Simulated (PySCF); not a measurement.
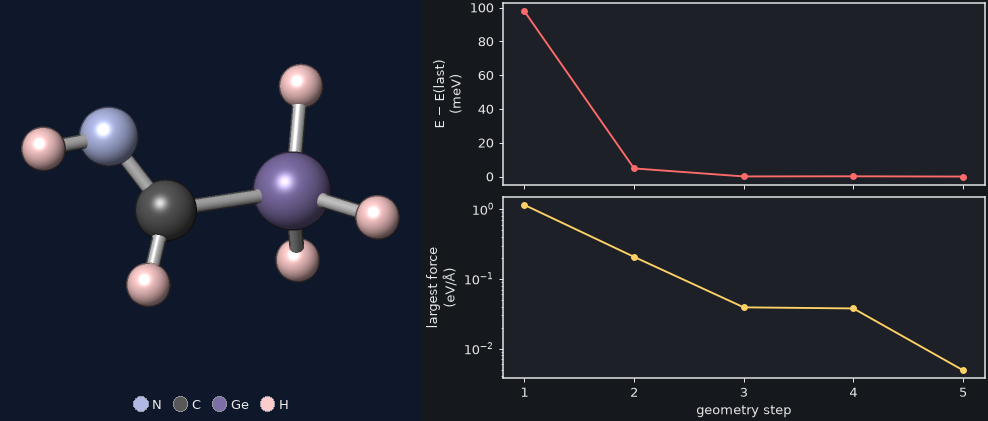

Beside the plot: the molecule at the start.

History of a geometry optimisation. The run: CH5GeN (SMILES [H]/N=[CH]/[GeH3]), by PBE0-D3(BJ)/def2-SVP, geometry optimisation (PySCF 2.14.0, density fitting).

The optimisation met its thresholds at geometry 5, counting the start as the first. The energy fell by about 98 meV from the first step to the last. The largest force goes from about 1.1 eV/Å at the start to 5 × 10⁻³ eV/Å at the end.
